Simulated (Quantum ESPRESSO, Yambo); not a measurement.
A convergence test on BaTiO3 (P4mm).

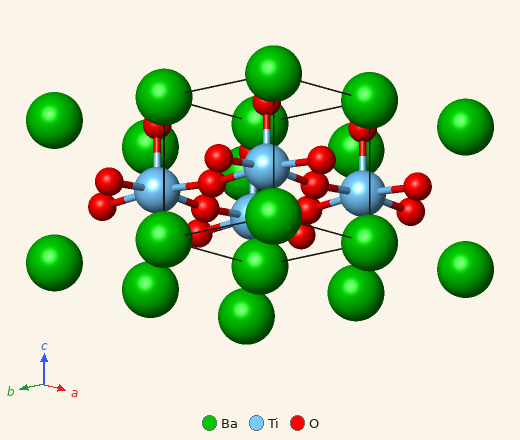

The structure (barium green, titanium blue, oxygen red). 2×2×1 cells are drawn. Some periodic images of atoms are drawn too.

```xyz
5
Lattice="3.9905 0.0000 0.0000 0.0000 3.9905 0.0000 0.0000 0.0000 4.0230" Properties=species:S:1:pos:R:3 pbc="T T T"
Ba    0.0000    0.0000    0.0000
Ti    1.9952    1.9952    2.1000
O     1.9952    1.9952    3.9385
O     1.9952    0.0000    1.9632
O     0.0000    1.9952    1.9632
```

The cell and positions come from the Crystallography Open Database and are kept as given unless a step says otherwise. Spin-orbit coupling is left out unless a run names it.

Program: Yambo 5.3.0; PBE start, 4×4×4 mesh, Godby-Needs plasmon pole.

```csv
bands,screening cutoff (eV),gap on the mesh (eV)
87,122.5,3.379
287,122.5,3.279
87,204.1,3.362
```

**Question.** If the two steps added up, what gap would 287 bands at 204.1 eV give? Do they add up?

From the first row, the second adds −0.100 eV and the third −0.017 eV, so the sum predicts 3.379 −0.100 −0.017 = 3.262 eV. The run gave 3.317 eV, +0.055 eV from that. They don't add up: at the higher cutoff the same bands are worth −0.045 eV.

Limits: not at the basis limit; no spin-orbit coupling; coarse k mesh.

[Paths, hosts, dates, memory and timing lines, banners, echoed tables and standing remarks are left out of the program output.]

[Logs are printed without paths, hosts, clocks, repeated set-up lines and the standing remarks that a program may print on its own settings, such as how far it seeks lower states.]

[Runs of the session that timed out or met a known fault of the program may be left out.]

[Hosts, paths, dates, database ids (printed as entryN), source tags and the programs' standing remarks are cut or masked in the printed files.]
